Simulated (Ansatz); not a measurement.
**Run report: AlH$_{6}$OF, saddle-point search**

- system: AlH$_{6}$OF
- method: RKS PBE0-D4/def2-TZVP (Ansatz 0.2.0)

The geometry is a guess of a transition state. The reaction was set up to form Al1–O6, H5–F8 and H2–H7 and to break Al1–H2, H5–O6 and H7–F8 (atoms counted from 1 in the order of the input); sticks are drawn by distance alone. Figures and captions count atoms from 1; the log counts them from 0 in places.

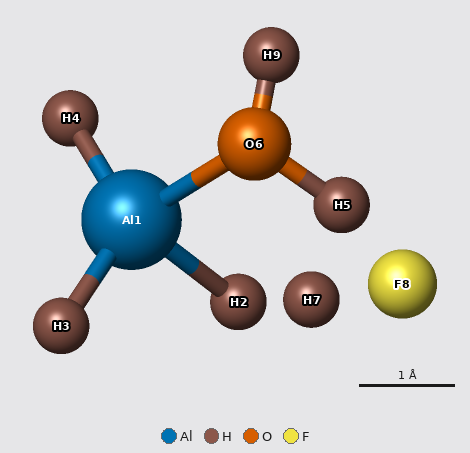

**Figure 1.** The input geometry (ball-and-stick view, seen at a tilt; atoms are numbered from 1 in the order of the input). Sticks mark near contacts. Bond lengths as drawn: Al–H 1.58 to 1.77 Å, Al–O 1.85 Å and H–O 0.96 to 1.16 Å.

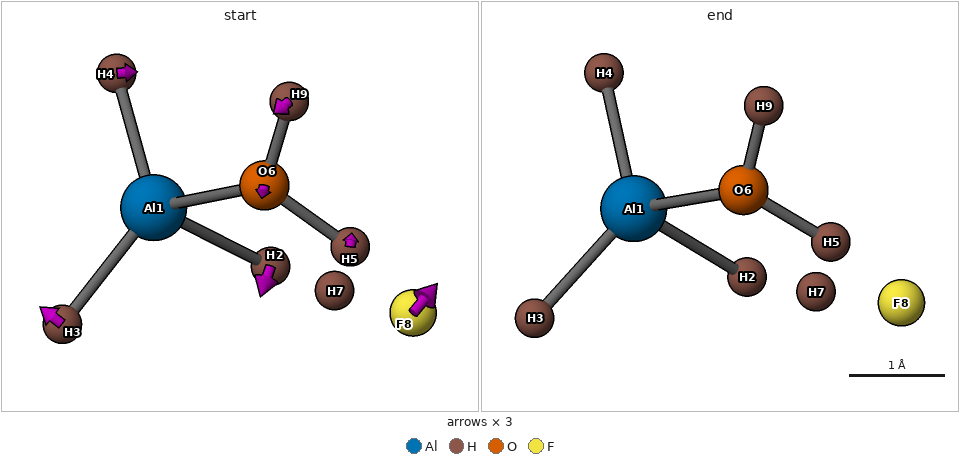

**Figure 2.** Before (left) and after (right) the saddle-point search, at one scale (ball-and-stick view, seen at a tilt). The pink arrows give the displacements, magnified 3 times. The atom that moves furthest after the best rigid fit is F8 (0.15 Å). Largest moves by element: F 0.15 Å, H 0.12 Å, O 0.05 Å, Al 0.01 Å. Distances before and after: H5–O6 1.158 → 1.124 Å, Al1–H2 1.771 → 1.765 Å, Al1–H4 1.587 → 1.583 Å. Among the angles that change: Al1–O6–H9 120.6° → 118.4°. (Atoms are counted from 1 in the order of the input.)

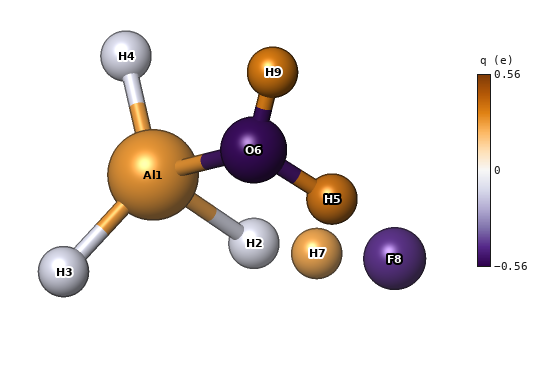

**Figure 3.** Mulliken charges, as the colour of each atom (ball-and-stick view, seen at a tilt; atoms are numbered from 1 in the order of the input). By element: Al +0.32, H −0.12 to +0.39, O −0.53 and F −0.46 e.

The input that produced these results follows, with the program's output.

Input:
```yaml
crystal:
  periodic: [false, false, false]
  atoms:
    - {symbol: Al, position_ang: [-0.834898, -0.165935, -0.654248]}
    - {symbol: H, position_ang: [0.660471, 0.617818, -1.190657]}
    - {symbol: H, position_ang: [-0.830916, -1.569153, -1.379920]}
    - {symbol: H, position_ang: [-1.931649, 0.974130, -0.778804]}
    - {symbol: H, position_ang: [0.834301, -0.178068, 1.038330]}
    - {symbol: O, position_ang: [-0.310430, -0.333609, 1.116118]}
    - {symbol: H, position_ang: [1.242135, 0.388511, -0.491039]}
    - {symbol: F, position_ang: [1.881295, 0.051606, 0.540846]}
    - {symbol: H, position_ang: [-0.710308, 0.214702, 1.799473]}
basis:
  gaussian: {orbitals: def2-TZVP}
hamiltonian: {xc: pbe0, dispersion: d4}
saddle:
  f_tol: 0.01
  max_steps: 50
  order_check: false
  mode_guess:
    - [-0.1391, -0.1134, 0.2449]
    - [0.1448, 0.0511, -0.0299]
    - [0.0524, 0.0388, -0.0334]
    - [0.0556, 0.0324, -0.0669]
    - [0.5125, 0.0475, -0.1392]
    - [-0.1511, 0.0014, -0.0306]
    - [-0.3586, 0.1213, -0.4068]
    - [-0.0448, -0.1791, 0.4618]
    - [-0.0717, -0.0000, 0.0002]
```

What the program printed:
```
Functional definition: PBE0
  name "PBE0"
  cite "Adamo & Barone, J. Chem. Phys. 110, 6158 (1999) doi:10.1063/1.478522"
  cite "Perdew, Burke & Ernzerhof, Phys. Rev. Lett. 77, 3865 (1996) doi:10.1103/PhysRevLett.77.3865"
  parent pbe
  parameter a = 0.25
  parameter kappa = 0.804
  parameter beta = 0.06672455060314922
  exchange = (1 - a)*pbe_x(kappa = kappa, mu = beta*pi^2/3) + a*exact_x
  correlation = pbe_c(beta = beta)
850 factors; their error is unknown
mean field evaluation 1: about -11448.8804 eV, gradient 5.3e1 eV
mean field evaluation 2: about -11443.7422 eV, gradient 7.7e1 eV
mean field evaluation 4: about -11453.1409 eV, gradient 7.9e-1 eV
mean field evaluation 8: about -11453.1672 eV, gradient 2.4e-2 eV
mean field -11453.16721572 eV, -420.8961319422 hartree, gradient 3.4e-5 eV, S^2 0.000000; 0 other end points of the search recorded, 0 dependent functions left out
the calculation of the forces begins
reference -11453.16724569 eV, -420.8961330435 hartree; 18, 18 occupied and 117, 117 virtual orbitals, 850 factors
these checks for a lower state are left out or cut short: stability, starts, cluster_reference, orbital_swaps, neighbouring_geometries, increment
850 factors; their error is unknown
mean field evaluation 16: about -11453.1442 eV, gradient 2.1e-3 eV
mean field -11453.16969527 eV, -420.8962230641 hartree, gradient 1.4e-6 eV, S^2 0.000000; 0 other end points of the search recorded, 0 dependent functions left out
[... from here on the field's lines of each further geometry are left out, up to the last ...]
saddle step   1: F+E_penalty+E_count = -11453.26069941 eV  max|allowed force component| = 3.210e-1 eV/Å  curvature = -7.2536 eV/Å²  mode residual = 5.20e-1 eV/Å²  Δτ_max = 0.0000 Å  (1 rotations, 3 force calls, 68 SCF iters)  cluster: 3 rotations left out, max|force component along them| = 1.273e-7 eV/Å
saddle step   2: F+E_penalty+E_count = -11453.26204522 eV  max|allowed force component| = 3.183e-1 eV/Å  curvature = -6.7507 eV/Å²  mode residual = 6.74e-1 eV/Å²  Δτ_max = 0.0322 Å  (1 rotations, 3 force calls, 73 SCF iters)  cluster: 3 rotations left out, max|force component along them| = 3.284e-8 eV/Å
saddle step   3: F+E_penalty+E_count = -11453.26861935 eV  max|allowed force component| = 1.566e-1 eV/Å  curvature = -7.0411 eV/Å²  mode residual = 9.45e-1 eV/Å²  Δτ_max = 0.0156 Å  (1 rotations, 3 force calls, 74 SCF iters)  cluster: 3 rotations left out, max|force component along them| = 3.538e-8 eV/Å
saddle step   4: F+E_penalty+E_count = -11453.26957633 eV  max|allowed force component| = 8.374e-2 eV/Å  curvature = -6.9741 eV/Å²  mode residual = 9.38e-1 eV/Å²  Δτ_max = 0.0072 Å  (1 rotations, 3 force calls, 74 SCF iters)  cluster: 3 rotations left out, max|force component along them| = 3.488e-8 eV/Å
saddle step   5: F+E_penalty+E_count = -11453.26988674 eV  max|allowed force component| = 4.596e-2 eV/Å  curvature = -6.8167 eV/Å²  mode residual = 1.12e0 eV/Å²  Δτ_max = 0.0144 Å  (1 rotations, 3 force calls, 74 SCF iters)  cluster: 3 rotations left out, max|force component along them| = 3.278e-8 eV/Å
saddle step   6: F+E_penalty+E_count = -11453.27034926 eV  max|allowed force component| = 6.244e-2 eV/Å  curvature = -6.8386 eV/Å²  mode residual = 9.75e-1 eV/Å²  Δτ_max = 0.0139 Å  (1 rotations, 3 force calls, 73 SCF iters)  cluster: 3 rotations left out, max|force component along them| = 3.261e-8 eV/Å
saddle step   7: F+E_penalty+E_count = -11453.27106769 eV  max|allowed force component| = 5.336e-2 eV/Å  curvature = -6.6915 eV/Å²  mode residual = 7.12e-1 eV/Å²  Δτ_max = 0.0185 Å  (1 rotations, 3 force calls, 73 SCF iters)  cluster: 3 rotations left out, max|force component along them| = 3.328e-8 eV/Å
saddle step   8: F+E_penalty+E_count = -11453.27149874 eV  max|allowed force component| = 3.298e-2 eV/Å  curvature = -6.7145 eV/Å²  mode residual = 5.50e-1 eV/Å²  Δτ_max = 0.0074 Å  (1 rotations, 3 force calls, 74 SCF iters)  cluster: 3 rotations left out, max|force component along them| = 3.355e-8 eV/Å
saddle step   9: F+E_penalty+E_count = -11453.27180798 eV  max|allowed force component| = 2.373e-2 eV/Å  curvature = -6.7775 eV/Å²  mode residual = 5.42e-1 eV/Å²  Δτ_max = 0.0154 Å  (1 rotations, 3 force calls, 73 SCF iters)  cluster: 3 rotations left out, max|force component along them| = 3.315e-8 eV/Å
saddle step  10: F+E_penalty+E_count = -11453.27191650 eV  max|allowed force component| = 3.081e-2 eV/Å  curvature = -6.7753 eV/Å²  mode residual = 5.08e-1 eV/Å²  Δτ_max = 0.0125 Å  (1 rotations, 3 force calls, 74 SCF iters)  cluster: 3 rotations left out, max|force component along them| = 3.309e-8 eV/Å
saddle step  11: F+E_penalty+E_count = -11453.27212088 eV  max|allowed force component| = 4.173e-2 eV/Å  curvature = -6.8078 eV/Å²  mode residual = 5.40e-1 eV/Å²  Δτ_max = 0.0161 Å  (1 rotations, 3 force calls, 73 SCF iters)  cluster: 3 rotations left out, max|force component along them| = 3.352e-8 eV/Å
saddle step  12: F+E_penalty+E_count = -11453.27231985 eV  max|allowed force component| = 3.447e-2 eV/Å  curvature = -6.8156 eV/Å²  mode residual = 4.92e-1 eV/Å²  Δτ_max = 0.0127 Å  (1 rotations, 3 force calls, 74 SCF iters)  cluster: 3 rotations left out, max|force component along them| = 3.409e-8 eV/Å
saddle step  13: F+E_penalty+E_count = -11453.27243994 eV  max|allowed force component| = 2.236e-2 eV/Å  curvature = -6.8294 eV/Å²  mode residual = 5.24e-1 eV/Å²  Δτ_max = 0.0162 Å  (1 rotations, 3 force calls, 73 SCF iters)  cluster: 3 rotations left out, max|force component along them| = 3.496e-8 eV/Å
saddle step  14: F+E_penalty+E_count = -11453.27253681 eV  max|allowed force component| = 8.795e-3 eV/Å  curvature = -6.8229 eV/Å²  mode residual = 3.85e-1 eV/Å²  Δτ_max = 0.0048 Å  (1 rotations, 12 force calls, 272 SCF iters)  cluster: 3 rotations left out, max|force component along them| = 3.552e-8 eV/Å
the calculation of the forces begins
reference -11453.17969667 eV, -420.8965906086 hartree; 18, 18 occupied and 117, 117 virtual orbitals, 850 factors
850 factors; their error is unknown
mean field -11453.17957503 eV, -420.8965861382 hartree, gradient 8.3e-5 eV, S^2 0.000000; 1 other end points of the search recorded, 0 dependent functions left out
the calculation of the forces begins
reference -11453.17960506 eV, -420.8965872419 hartree; 18, 18 occupied and 117, 117 virtual orbitals, 850 factors
saddle step  15: F+E_penalty+E_count = -11453.27256567 eV  max|allowed force component| = 3.098e-4 eV/Å  curvature = -6.7819 eV/Å² (error put at 0.0096; -6.7915 at half of saddle.amplitude)  mode residual = 3.49e-1 eV/Å²  Δτ_max = 0.0036 Å  (1 rotations, 8 force calls, 184 SCF iters)  cluster: 3 rotations left out, max|force component along them| = 3.544e-8 eV/Å
Total energy: -11453.27259570 eV, -420.9000045850 hartree
Atom 0 at    -0.828108    -0.172853    -0.657844 Å, force     0.000050    -0.000088    -0.000191 eV/Å
Atom 1 at     0.697510     0.508379    -1.225824 Å, force     0.000307    -0.000054     0.000032 eV/Å
Atom 2 at    -0.933451    -1.562686    -1.393847 Å, force    -0.000155     0.000033     0.000042 eV/Å
Atom 3 at    -1.876596     1.010309    -0.736751 Å, force     0.000011     0.000022     0.000055 eV/Å
Atom 4 at     0.807698    -0.135682     1.054036 Å, force     0.000211     0.000084     0.000156 eV/Å
Atom 5 at    -0.288787    -0.377125     1.100594 Å, force    -0.000310    -0.000146     0.000092 eV/Å
Atom 6 at     1.263137     0.392634    -0.494744 Å, force    -0.000162     0.000073    -0.000018 eV/Å
Atom 7 at     1.889516     0.196245     0.577020 Å, force     0.000015     0.000124    -0.000157 eV/Å
Atom 8 at    -0.730917     0.140781     1.777459 Å, force     0.000032    -0.000045    -0.000010 eV/Å
Dipole moment:    -0.321184     0.147152     0.300849 e Å
```

Results in brief:

```csv
quantity,value
outcome,converged
total energy,−11453.2726 eV
mean-field energy,−11453.1796 eV
dispersion energy,−0.0930 eV
largest force (length of the vector) at the end,under 0.001 eV/Å
dipole moment,2.23 D
hardware,"2 CPU threads, shared host"
wall time,84 s (CPU time 2.6 min)
peak memory,0.26 GiB
```

Notes:

The order of the saddle point was not checked.
